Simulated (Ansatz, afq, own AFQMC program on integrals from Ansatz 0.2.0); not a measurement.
# NHO (singlet): AFQMC on the coupled-cluster ladder at distance N1–O2 = 0.939 Å, cc-pVDZ, part 2 of 2

Ansatz 0.2.0, Gaussian basis, and an in-house AFQMC program (afq) on its integrals; all values are calculated; cc-pVDZ, frozen cores.

## 10. Phaseless AFQMC, CISD trial on RHF

It reads the integrals that the CCSD(T) run on this determinant wrote.

The run is started by

```
afq ham --method phaseless --trial cisd --walkers 90 --populations 1 --least-time 40 --time-step 0.005 --steps-per-block 50 --equilibration-blocks 28 --max-blocks 300 --target-error 0.00042 --factor-cut 1e-05 --seed 7333 --release-times 0.24,0.51,0.99,1.62,2.4 --release-step 0.03 --release-every 4 --taylor-order 6
```

The program printed:

```text
orbitals 31  electrons 6 6  factors 241 of 307
reference energy -129.61611392 Eh
CCSD correlation -0.32538896 Eh in 10 cycles, weight of the determinant in the CISD state 0.9096
energy of the start -129.941503 Eh
 block  time / (1/Eh)  mean weight  energy / Eh
     1     0.250  1.0006  -129.940493
     2     0.500  1.0009  -129.944067
     3     0.750  0.9993  -129.961687
     4     1.000  1.0008  -129.947577
     5     1.250  1.0008  -129.948939
     6     1.500  0.9995  -129.956996
     7     1.750  0.9972  -129.947284
     8     2.000  1.0054  -129.957829
     9     2.250  1.0025  -129.947712
    10     2.500  0.9993  -129.949171
    13     3.250  1.0014  -129.946339
    19     4.750  1.0025  -129.947754
    25     6.250  0.9983  -129.950034
    31     7.750  1.0021  -129.941558
    37     9.250  0.9995  -129.960152
    43    10.750  1.0012  -129.952602
    49    12.250  1.0003  -129.950327
    55    13.750  0.9994  -129.951824
    61    15.250  0.9980  -129.951770
    67    16.750  0.9971  -129.947005
    73    18.250  0.9995  -129.953072
    79    19.750  0.9983  -129.941604
    85    21.250  1.0015  -129.946524
    91    22.750  0.9982  -129.953519
    97    24.250  0.9984  -129.953310
   103    25.750  1.0018  -129.949771
   109    27.250  0.9958  -129.949416
   115    28.750  1.0009  -129.948873
   121    30.250  0.9983  -129.944618
   127    31.750  0.9993  -129.952498
   133    33.250  1.0015  -129.952226
   139    34.750  0.9978  -129.947459
   145    36.250  1.0014  -129.948571
   151    37.750  0.9971  -129.956988
   157    39.250  1.0028  -129.950559
   163    40.750  1.0017  -129.951752
   169    42.250  1.0008  -129.947242
   175    43.750  0.9985  -129.963414
   181    45.250  0.9982  -129.954738
   187    46.750  1.0015  -129.952901
   193    48.250  1.0006  -129.945422
   199    49.750  1.0005  -129.951827
   205    51.250  1.0015  -129.946688
   211    52.750  1.0038  -129.957544
   217    54.250  0.9996  -129.946967
   223    55.750  1.0016  -129.946852
   229    57.250  1.0007  -129.951680
   235    58.750  0.9975  -129.955401
   241    60.250  1.0008  -129.954263
   247    61.750  0.9999  -129.957796
   253    63.250  0.9990  -129.952878
   259    64.750  0.9975  -129.950763
   265    66.250  1.0030  -129.945514
   271    67.750  0.9989  -129.952137
   277    69.250  1.0014  -129.947656
blocks merged  error / Eh  count
     1  0.000302  250
     2  0.000359  125
     4  0.000400  62
     8  0.000416  31
    16  0.000544  15
released: time / (1/Eh)  energy / Eh  error  mean overlap
  0.24  -129.950707  0.000388  0.9893
  0.51  -129.950500  0.000409  0.9842
  0.99  -129.950204  0.000455  0.9802
  1.62  -129.950043  0.000530  0.9914
  2.40  -129.950466  0.000755  0.9759
energy -129.950326 +/- 0.000416 Eh
```

Wall time 3.4 min (1 thread of Arm Neoverse V1, shared host).

Energy -3536.1285 ± 0.0113 eV. Caveats: constraint bias not in the error.

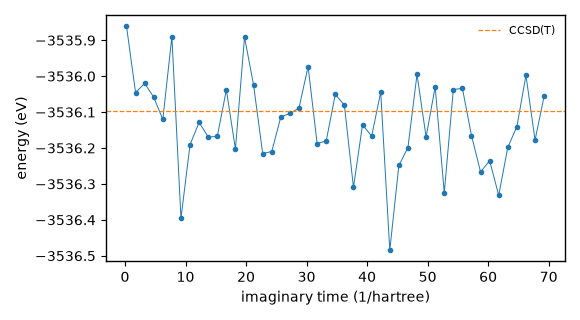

Block energies along the walk.

## 11. Phaseless AFQMC, single-determinant trial on RHF

It reads the integrals that the CCSD(T) run on this determinant wrote.

The run is started by

```
afq ham --method phaseless --trial hf --walkers 180 --populations 1 --least-time 40 --time-step 0.005 --steps-per-block 20 --equilibration-blocks 112 --max-blocks 600 --target-error 0.00126 --factor-cut 1e-05 --seed 3950 --taylor-order 6
```

The program printed:

```text
orbitals 31  electrons 6 6  factors 241 of 307
reference energy -129.61611392 Eh
CCSD correlation -0.32538896 Eh in 10 cycles, weight of the determinant in the CISD state 0.9096
energy of the start -129.616114 Eh
 block  time / (1/Eh)  mean weight  energy / Eh
     1     0.100  1.0026  -129.729806
     2     0.200  1.0033  -129.802115
     3     0.300  1.0021  -129.853001
     4     0.400  1.0048  -129.870042
     5     0.500  1.0014  -129.884750
     6     0.600  1.0033  -129.884234
     7     0.700  1.0023  -129.898211
     8     0.800  0.9990  -129.905739
     9     0.900  1.0002  -129.920001
    10     1.000  0.9990  -129.906157
    18     1.800  1.0000  -129.933471
    35     3.500  0.9987  -129.976408
    52     5.200  1.0010  -129.991326
    69     6.900  0.9989  -129.951835
    86     8.600  0.9993  -129.959198
   103    10.300  0.9988  -129.933073
   120    12.000  0.9993  -129.969164
   137    13.700  1.0006  -129.934053
   154    15.400  0.9987  -129.958647
   171    17.100  0.9971  -129.966192
   188    18.800  1.0016  -129.973821
   205    20.500  1.0005  -129.962782
   222    22.200  1.0026  -129.933929
   239    23.900  0.9996  -129.934939
   256    25.600  0.9982  -129.905589
   273    27.300  0.9975  -129.968539
   290    29.000  1.0014  -129.954207
   307    30.700  1.0011  -129.937761
   324    32.400  1.0006  -129.972920
   341    34.100  0.9979  -129.906528
   358    35.800  0.9993  -129.942784
   375    37.500  1.0013  -129.939185
   392    39.200  1.0021  -129.963169
   409    40.900  1.0016  -129.950013
   426    42.600  1.0000  -129.981555
   443    44.300  0.9993  -129.972803
   460    46.000  0.9996  -129.977806
   477    47.700  1.0005  -129.948972
   494    49.400  1.0013  -129.939073
   511    51.100  1.0022  -129.969574
   528    52.800  1.0015  -129.957950
   545    54.500  1.0002  -129.964063
   562    56.200  0.9987  -129.947388
   579    57.900  1.0013  -129.961255
   596    59.600  1.0007  -129.942067
   613    61.300  0.9988  -129.932301
   630    63.000  0.9995  -129.924950
   647    64.700  0.9999  -129.943785
   664    66.400  1.0008  -129.963570
   681    68.100  1.0020  -129.941762
   698    69.800  1.0028  -130.041451
blocks merged  error / Eh  count
     1  0.000965  600
     2  0.001261  300
     4  0.001625  150
     8  0.001966  75
    16  0.002314  37
    32  0.002312  18
    64  0.002689  9
energy -129.955200 +/- 0.002314 Eh
```

Wall time 3.1 min (1 thread of Arm Neoverse V1, shared host).

Energy -3536.2611 ± 0.0630 eV. Caveats: constraint bias not in the error; error above the target.

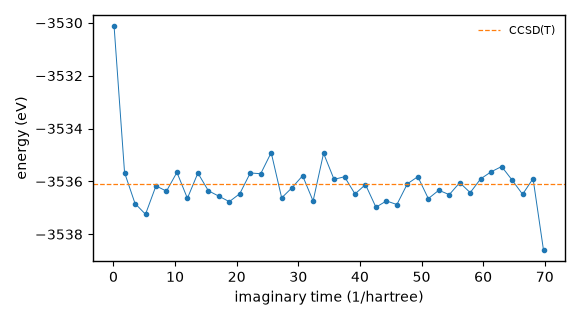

Block energies along the walk.

## 12. Free-projection AFQMC, CISD trial on RHF

It reads the integrals that the CCSD(T) run on this determinant wrote.

The run is started by

```
afq ham --method free --trial cisd --walkers 90 --time-step 0.03 --max-blocks 80 --target-error 0.00042 --factor-cut 1e-05 --seed 6002 --times 0,0.21,0.42,0.81,1.2,1.8,2.4,3 --taylor-order 8
```

The program printed:

```text
orbitals 31  electrons 6 6  factors 241 of 307
reference energy -129.61611392 Eh
CCSD correlation -0.32538896 Eh in 10 cycles, weight of the determinant in the CISD state 0.9096
repeat  energy at the last time / Eh  error
    10  -129.951417  0.001887
    20  -129.950257  0.001301
    30  -129.950383  0.000993
    40  -129.949706  0.000843
    50  -129.950080  0.000810
    60  -129.949850  0.000691
    70  -129.949672  0.000646
    80  -129.949775  0.000605
time / (1/Eh)  energy / Eh  error  mean overlap
  0.00  -129.941728  0.000373  1.0992
  0.21  -129.947160  0.000357  1.1050
  0.42  -129.948713  0.000318  1.1012
  0.81  -129.949626  0.000301  1.0945
  1.20  -129.950636  0.000299  1.0916
  1.80  -129.950239  0.000364  1.0747
  2.40  -129.949640  0.000516  1.1015
  3.00  -129.949775  0.000605  1.1059
energy -129.949775 +/- 0.000605 Eh
```

Run time: 2 min. Hardware: 1 thread of Arm Neoverse V1, shared host.

Energy -3536.1135 ± 0.0165 eV. Caveats: remainder of the start not in the error.

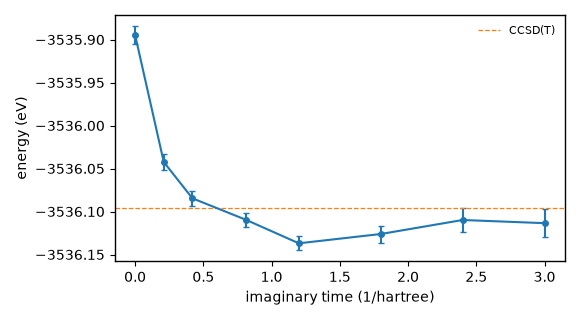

Energy against projection time, with error bars.

## 13. Phaseless AFQMC, CID trial on RHF (settings varied)

It reads the integrals that the CCSD(T) run on this determinant wrote.

The run is started by

```
afq ham --method phaseless --trial cid --walkers 80 --populations 1 --least-time 40 --time-step 0.02 --steps-per-block 5 --equilibration-blocks 30 --max-blocks 200 --target-error 0.00084 --factor-cut 1e-06 --seed 2616 --release-times 0.5,1,2 --release-step 0.02 --release-every 10 --taylor-order 6
```

The program printed:

```text
orbitals 31  electrons 6 6  factors 274 of 307
reference energy -129.61611392 Eh
CCSD correlation -0.32538899 Eh in 10 cycles, weight of the determinant in the CISD state 0.9096
energy of the start -129.941565 Eh
 block  time / (1/Eh)  mean weight  energy / Eh
     1     0.100  1.0002  -129.937567
     2     0.200  0.9887  -129.937547
     3     0.300  0.9909  -129.938373
     4     0.400  0.9963  -129.939029
     5     0.500  1.0034  -129.941086
     6     0.600  1.0156  -129.941649
     7     0.700  0.9943  -129.942480
     8     0.800  0.9979  -129.943718
     9     0.900  1.0040  -129.947211
    10     1.000  1.0060  -129.951779
    11     1.100  0.9915  -129.948973
    16     1.600  0.9967  -129.946180
    21     2.100  1.0021  -129.950549
    26     2.600  0.9964  -129.946336
    31     3.100  1.0012  -129.950611
    36     3.600  1.0044  -129.946981
    41     4.100  1.0073  -129.950534
    46     4.600  0.9899  -129.948779
    51     5.100  0.9999  -129.946207
    56     5.600  1.0044  -129.951335
    61     6.100  0.9877  -129.952382
    66     6.600  0.9949  -129.944485
    71     7.100  1.0020  -129.954781
    76     7.600  0.9981  -129.949649
    81     8.100  0.9939  -129.946556
    86     8.600  1.0020  -129.951542
    91     9.100  0.9921  -129.946402
    96     9.600  1.0015  -129.947683
   101    10.100  1.0073  -129.950802
   106    10.600  0.9962  -129.951377
   111    11.100  0.9944  -129.947865
   116    11.600  0.9995  -129.949492
   121    12.100  1.0129  -129.952261
   126    12.600  1.0002  -129.958607
   131    13.100  0.9858  -129.949586
   136    13.600  0.9901  -129.946330
   141    14.100  0.9974  -129.949839
   146    14.600  1.0071  -129.953221
   151    15.100  0.9984  -129.950391
   156    15.600  0.9890  -129.954048
   161    16.100  0.9987  -129.958912
   166    16.600  1.0028  -129.942454
   171    17.100  1.0106  -129.943768
   176    17.600  0.9968  -129.948834
   181    18.100  1.0049  -129.949059
   186    18.600  0.9968  -129.947038
   191    19.100  1.0013  -129.943705
   196    19.600  1.0011  -129.951907
   201    20.100  0.9893  -129.944488
   206    20.600  0.9952  -129.947368
   211    21.100  1.0023  -129.948293
   216    21.600  1.0018  -129.947166
   221    22.100  1.0041  -129.950188
   226    22.600  1.0028  -129.947655
blocks merged  error / Eh  count
     1  0.000264  200
     2  0.000327  100
     4  0.000379  50
     8  0.000421  25
    16  0.000448  12
released: time / (1/Eh)  energy / Eh  error  mean overlap
  0.50  -129.950127  0.000639  1.0027
  1.00  -129.949622  0.000857  1.0125
  2.00  -129.948794  0.000897  1.0187
energy -129.949945 +/- 0.000421 Eh
```

Wall time 56 s (1 thread of Arm Neoverse V1, shared host).

Energy -3536.1181 ± 0.0115 eV. The run doesn't count as converged. Caveats: constraint bias not in the error; error not settled.

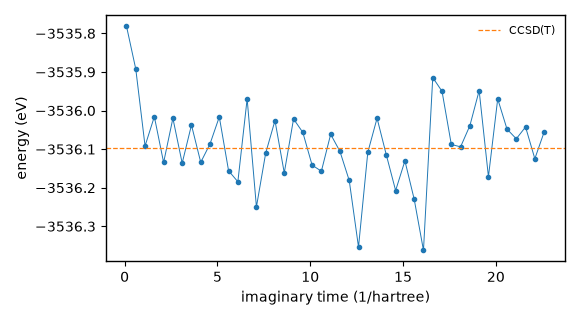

Block energies along the walk.

## 14. UHF

The input, in.yaml:

```yaml
crystal:
  periodic: [false, false, false]
  atoms:
    - {symbol: N, position_ang: [0.000000, -0.112081, 0.460933]}
    - {symbol: O, position_ang: [0.000000, 0.046353, -0.464604]}
    - {symbol: H, position_ang: [0.000000, 0.821743, 0.969534]}
basis:
  gaussian: {orbitals: cc-pVDZ}
magnetization: {spin_polarized: true, initial_magnetization: 0}
hamiltonian: {xc: hf}
output: {orbitals: {seedname: orbitals}}
```

The run is started by

```
ansatz run in.yaml --threads 1 --pin off --events-out ev --progress --plain --max-ram 1382MiB
```

The program printed:

```text
Functional definition: HF
  name "HF"
  cite "Fock, Z. Phys. 61, 126 (1930) doi:10.1007/BF01340294"
  parent pbe
  exchange = exact_x
  correlation = 0
307 factors; integrals over basis functions are off by at most 1.5e-3 eV
mean field evaluation 1: about -3526.4534 eV, gradient 1.2e1 eV
mean field evaluation 2: about -3526.4584 eV, gradient 1.2e1 eV
mean field evaluation 4: about -3527.0248 eV, gradient 1.5e0 eV
mean field evaluation 8: about -3527.0341 eV, gradient 7.5e-4 eV
mean field evaluation 16: about -3526.9629 eV, gradient 7.2e-1 eV
mean field evaluation 32: about -3518.9162 eV, gradient 1.3e1 eV
mean field -3527.03413966 eV, -129.6161139231 hartree, gradient 1.0e-5 eV, S^2 0.000000; 0 other end points of the search recorded, 0 dependent functions left out
reference -3527.03413966 eV, -129.6161139231 hartree; 8, 8 occupied and 25, 25 virtual orbitals, 307 factors
Total energy: -3527.03413966 eV, -129.6161139231 hartree
```

Wall time 0.21 s (1 thread of Arm Neoverse V1, shared host).

From the report: ⟨S²⟩ of the determinant 0.000 (pure singlet: 0.00).

## 15. AFQMC on the ladder

On the RHF determinant, counted from CCSDT(Q) (a yardstick, not exact):

| level | energy (eV) | from CCSDT(Q) (kcal/mol) | statistical error (kcal/mol) | time |
| --- | --- | --- | --- | --- |
| HF | -3527.0341 | +209.68 |  |  |
| MP2 | -3535.4224 | +16.25 |  |  |
| CCSD | -3535.8884 | +5.50 |  |  |
| CCSD(T) | -3536.0964 | +0.70 |  |  |
| CCSDT(Q) | -3536.1269 | 0.00 |  |  |
| Phaseless AFQMC, CISD trial, step 0.005, 90 walkers | -3536.1285 | -0.04 | 0.26 | 3.4 min |
| Phaseless AFQMC, single-determinant trial, step 0.005, 180 walkers | -3536.2611 | -3.09 | 1.45 | 3.1 min |
| Free-projection AFQMC, CISD trial, step 0.03, 90 walkers | -3536.1135 | +0.31 | 0.38 | 2 min |

The functionals' totals stand on their own zeros and serve differences with other points: PBE -3541.056 eV; r2SCAN -3543.055 eV; PBE0 -3541.202 eV; B3LYP -3544.897 eV; wB97M-V -3543.952 eV; B2PLYP -3541.742 eV.

## 16. What came out

The summary covers parts 1 to 2.

```
                                                      quantity                  value
                                  CCSD(T) on RHF from CCSDT(Q)         +0.70 kcal/mol
              Phaseless AFQMC, CISD trial on RHF from CCSDT(Q)  -0.04 ± 0.26 kcal/mol
Phaseless AFQMC, single-determinant trial on RHF from CCSDT(Q)  -3.09 ± 1.45 kcal/mol
        Free-projection AFQMC, CISD trial on RHF from CCSDT(Q)  +0.31 ± 0.38 kcal/mol
```

On RHF the phaseless walk with the CISD trial lies -0.04 kcal/mol from CCSDT(Q), within three error bars. Free projection has no constraint; at the last time it gives +0.31 ± 0.38 kcal/mol. Error bars are statistical and leave out the constraint, the time step and what remains of the start.
